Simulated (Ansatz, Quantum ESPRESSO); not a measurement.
# puckered PAs, 1 layer: the gap along the path at a withheld member of a series

Method. Quantum ESPRESSO 7.5, PBE, GBRV ultrasoft. Cell and atoms are first relaxed; each strained cell is then held, the other axis too, and the atoms relax in it. A periodic run with 15 Å of vacuum in the starting cell gives the vacuum levels, and bands follow along a path. The series steps strain along the second axis.

```
strain along the second axis  gap along the path (eV)
                        -4 %                    0.707
                        -3 %                    0.757
                        -2 %                    0.812
                        -1 %                    0.866
                         1 %                    0.978
                         2 %                    1.038
                         3 %                    1.101
                         4 %                    0.999
```

One more run was made and is withheld. What is the gap along the path at 0 %?

**Fit.** The rows at -1 % and 1 % give a slope of (0.978 − (0.866))/(1 − (−1)) = 0.056, so a straight line gives 0.922 eV. A parabola through these and the row at -2 % gives 0.921 eV.

What the calculation gave: 0.921 eV. The line misses by +0.001 and the parabola by 0.000 eV. Both misses are under 5 % of the step from the nearer row.

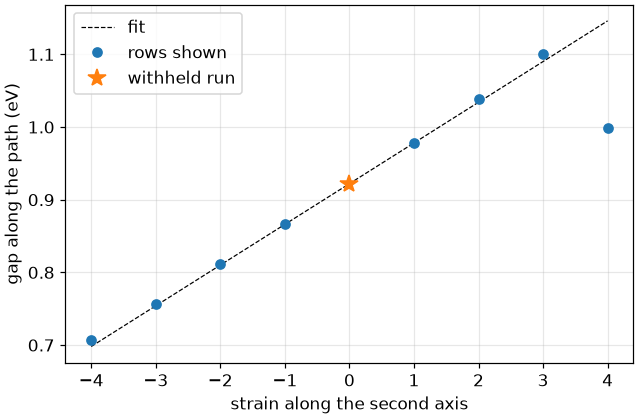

The rows shown, the fit and the withheld run.

**Limits.** Semilocal gaps are too small; the 1×1 cell can't ripple over many cells under compression as a free sheet would. No spin-orbit coupling.

[Logs are printed without paths, hosts, clocks, repeated set-up lines and the standing remarks that a program may print on its own settings, such as how far it seeks lower states.]
